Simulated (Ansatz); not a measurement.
# AlHF (SMILES [F][AlH]): levels of theory compared

Wanted: a comparison of 6 runs (U-revPBE/STO-3G, U-wB97M-V/STO-3G, UCAM-B3LYP/STO-3G, UPBE0/STO-3G, USVWN5/STO-3G, RPA@PBE/STO-3G) of AlHF. 

The calculation is run with Ansatz 0.2.0.

60 further runs of the same task are left out: 60 set aside as unsound or not needed.

### Step 1. The system as given

AlHF: 3 atoms, total charge 0, spin state doublet. SMILES: `[F][AlH]`. The Al2–F1 distance was set to 4.140 Å, away from the relaxed value. At this shape a bond of the SMILES string is far longer than usual.

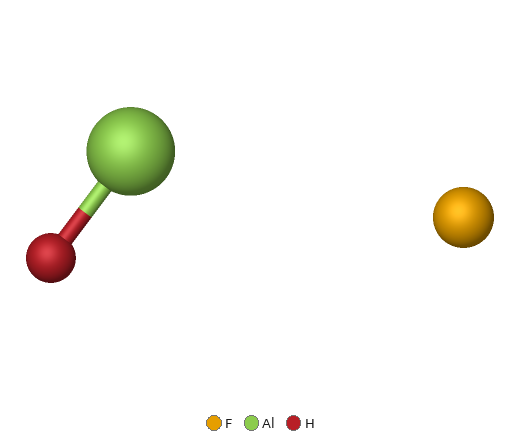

The structure, seen from a chosen angle (fluorine amber, aluminium green, hydrogen red).

### Step 2. A single-point energy at U-revPBE/STO-3G (run 1)

in.yaml reads:

```yaml
crystal:
  periodic: [false, false, false]
  atoms:
    - {symbol: F, position_ang: [2.916525, 1.756011, 1.763265]}
    - {symbol: Al, position_ang: [-0.432500, 0.318000, -0.199500]}
    - {symbol: H, position_ang: [-0.485400, -1.276100, -0.399300]}
basis:
  gaussian: {orbitals: STO-3G}
accuracy: high
hamiltonian: {xc: {name: revPBE}}
magnetization: {spin_polarized: true, initial_magnetization: 1}
```

The run is started by

```bash
$ ansatz run in.yaml --threads 1 --pin off --max-ram 2610MiB --events-out events.jsonl --progress --plain --runs-dir runs
```

Log:

```text
Warning: RAYON_NUM_THREADS=1 ignored (pool sized by the plan → 1); use --threads N
Functional definition: revPBE
  name "revPBE"
  parameter kappa = 1.245
  parameter beta = 0.06672455060314922
  exchange = pbe_x(kappa = kappa, mu = beta*pi^2/3)
  correlation = pbe_c(beta = beta)
217 factors; integrals over basis functions are off by at most 3.6e-8 eV
mean field evaluation 1: about -9190.6998 eV, gradient 1.4e1 eV
mean field evaluation 2: about -8806.2030 eV, gradient 1.8e1 eV
mean field evaluation 4: about -9190.9215 eV, gradient 1.6e1 eV
mean field evaluation 8: about -9191.4902 eV, gradient 1.2e1 eV
mean field evaluation 16: about -9202.4122 eV, gradient 2.8e-2 eV
mean field evaluation 32: about -9202.4130 eV, gradient 1.5e-8 eV
mean field evaluation 64: about -9202.4130 eV, gradient 7.4e-6 eV
mean field evaluation 96: about -9202.3710 eV, gradient 9.7e-1 eV
mean field -9202.41302223 eV, -338.1824409473 hartree, gradient 6.6e-8 eV, S^2 0.750040; 7 other end points of the search recorded, 0 dependent functions left out
reference -9202.41302421 eV, -338.1824410201 hartree; 12, 11 occupied and 3, 4 virtual orbitals, 217 factors
Total energy: -9202.41302421 eV, -338.1824410201 hartree
```

It took 3.9 s on 1 thread of AMD EPYC 9R14 (Zen 4), shared host; peak memory 0.14 GiB.

### Step 3. The energy at U-wB97M-V/STO-3G (run 2)

job.yaml reads:

```yaml
basis:
  gaussian:
    orbitals: STO-3G
crystal:
  periodic: [false, false, false]
  atoms:
    - {symbol: F, position_ang: [2.916525, 1.756011, 1.763265]}
    - {symbol: Al, position_ang: [-0.432500, 0.318000, -0.199500]}
    - {symbol: H, position_ang: [-0.485400, -1.276100, -0.399300]}
magnetization:
  spin_polarized: true
  initial_magnetization: 1
hamiltonian:
  xc: {name: wB97M-V}
accuracy: high
```

The run is started by

```bash
$ ansatz run job.yaml --threads 1 --pin off --max-ram 2610MiB --events-out events.jsonl --progress --plain --runs-dir runs
```

Log (excerpt; [...] marks lines left out):

```text
Warning: RAYON_NUM_THREADS=1 ignored (pool sized by the plan → 1); use --threads N
Functional definition: wB97M-V
  name "wB97M-V"
[...]
  gx(w, u) = 1 - cx + cx01*u + cx10*w
  gss(w, u) = css00 + css04*u^4 + css10*w + css20*w^2 + css43*w^4*u^3
  gos(w, u) = cos00 + cos10*w + (cos20 + cos21*u)*w^2 + (cos60 + cos61*u)*w^6
[...]
      + integral(e_c_pw_mod_opposite_spin*gos(b97_w_opposite, b97_u_opposite)) + vv10(b, c)
217 factors; integrals over basis functions are off by at most 3.6e-8 eV
103 factors; integrals over basis functions are off by at most 7.6e-10 eV
[...]
mean field -9205.65090732 eV, -338.3014310296 hartree, gradient 1.7e-9 eV, S^2 0.750000; 3 other end points of the search recorded, 0 dependent functions left out
reference -9205.65090941 eV, -338.3014311064 hartree; 12, 11 occupied and 3, 4 virtual orbitals, 217 factors
Total energy: -9205.65090941 eV, -338.3014311064 hartree
```

Run time: 35 s. Hardware: 1 thread of AMD EPYC 9R14 (Zen 4), shared host; peak memory 0.43 GiB.

Runs 3 to 4 aren't shown in full; the table further down has their settings and results.

### Step 4. The energy at USVWN5/STO-3G (run 5)

run.yaml reads:

```yaml
crystal:
  periodic: [false, false, false]
  atoms:
    - {symbol: F, position_ang: [2.916525, 1.756011, 1.763265]}
    - {symbol: Al, position_ang: [-0.432500, 0.318000, -0.199500]}
    - {symbol: H, position_ang: [-0.485400, -1.276100, -0.399300]}
basis:
  gaussian:
    orbitals: STO-3G
magnetization:
  spin_polarized: true
  initial_magnetization: 1
accuracy: high
hamiltonian:
  xc: {name: SVWN5}
```

The run is started by

```bash
$ ansatz run run.yaml --threads 1 --pin off --max-ram 2610MiB --events-out events.jsonl --progress --plain --runs-dir runs
```

Log:

```text
Warning: RAYON_NUM_THREADS=1 ignored (pool sized by the plan → 1); use --threads N
Functional definition: SVWN5
  name "SVWN5"
  exchange = slater_x
  correlation = vwn5_c
217 factors; integrals over basis functions are off by at most 3.6e-8 eV
mean field evaluation 1: about -9144.8572 eV, gradient 1.4e1 eV
mean field evaluation 2: about -8760.5566 eV, gradient 1.8e1 eV
mean field evaluation 4: about -9144.9064 eV, gradient 1.6e1 eV
mean field evaluation 8: about -9145.7611 eV, gradient 9.2e0 eV
mean field evaluation 16: about -9156.3417 eV, gradient 1.2e-2 eV
mean field evaluation 32: about -9156.2427 eV, gradient 1.7e0 eV
mean field evaluation 64: about -9156.3407 eV, gradient 2.1e-2 eV
mean field evaluation 96: about -9156.3413 eV, gradient 1.4e-2 eV
mean field -9156.34203452 eV, -336.4893633769 hartree, gradient 1.2e-8 eV, S^2 0.750039; 7 other end points of the search recorded, 0 dependent functions left out
reference -9156.34203605 eV, -336.4893634331 hartree; 12, 11 occupied and 3, 4 virtual orbitals, 217 factors
Total energy: -9156.34203605 eV, -336.4893634331 hartree
```

Wall time 1.5 s (1 thread of AMD EPYC 9R14 (Zen 4), shared host).

### Step 5. The energy at RPA@PBE/STO-3G (run 6)

in.yaml reads:

```yaml
crystal:
  periodic: [false, false, false]
  atoms:
    - {symbol: F, position_ang: [2.916525, 1.756011, 1.763265]}
    - {symbol: Al, position_ang: [-0.432500, 0.318000, -0.199500]}
    - {symbol: H, position_ang: [-0.485400, -1.276100, -0.399300]}
basis:
  gaussian:
    orbitals: STO-3G
accuracy: high
correlation:
  method: rpa
  frozen_orbitals: {Al: 5, F: 1, H: 0}
magnetization:
  spin_polarized: true
  initial_magnetization: 1
hamiltonian:
  xc: pbe
```

The run is started by

```bash
$ ansatz run in.yaml --threads 1 --pin off --max-ram 2610MiB --events-out events.jsonl --progress --plain --runs-dir runs
```

Log (excerpt; [...] marks lines left out):

```text
Warning: RAYON_NUM_THREADS=1 ignored (pool sized by the plan → 1); use --threads N
Functional definition: PBE
  name "PBE"
[...]
217 factors; integrals over basis functions are off by at most 3.6e-8 eV
[...]
mean field -9197.71614468 eV, -338.0098338811 hartree, gradient 9.6e-9 eV, S^2 0.750040; 8 other end points of the search recorded, 0 dependent functions left out
6 core orbitals not correlated: weight in the atoms' cores, before any rotation towards them, 1.000 or more for the frozen orbitals, at most 0.000 for the correlated occupied ones
reference -9182.34662359 eV, -337.4450143989 hartree; 6, 5 occupied and 3, 4 virtual orbitals, 217 factors
Total energy: -9186.13918970 eV, -337.5843886328 hartree
```

It took 5.7 s on 1 thread of AMD EPYC 9R14 (Zen 4), shared host; peak memory 0.15 GiB.

### Step 6. The series

```tsv
run	level	frozen core orbitals	energy (Eh)	⟨S²⟩	wall time
1	U-revPBE/STO-3G	–	-338.182441	0.750	3.9 s
2	U-wB97M-V/STO-3G	–	-338.301431	0.750	35 s
3	UCAM-B3LYP/STO-3G	–	-338.213582	0.750	3.6 s
4	UPBE0/STO-3G	–	-338.079643	0.750	3.3 s
5	USVWN5/STO-3G	–	-336.489363	0.750	1.5 s
6	RPA@PBE/STO-3G	6	-337.584389	0.750	5.7 s
```

### Step 7. Outcome

| quantity | value |
| --- | --- |
| run 6: total energy | -337.58439 Eh |
| run 6: RPA correlation energy (valence) | -139.4 mEh |
| run 6: ⟨S²⟩ of the reference determinant | 0.750 |

**Reading.** Totals of different functionals can't be ranked against each other. In runs 1, 2, 3, 4, 5, 6 the basis is minimal, so the values are rough. All runs together took 53 s, the longest 35 s.
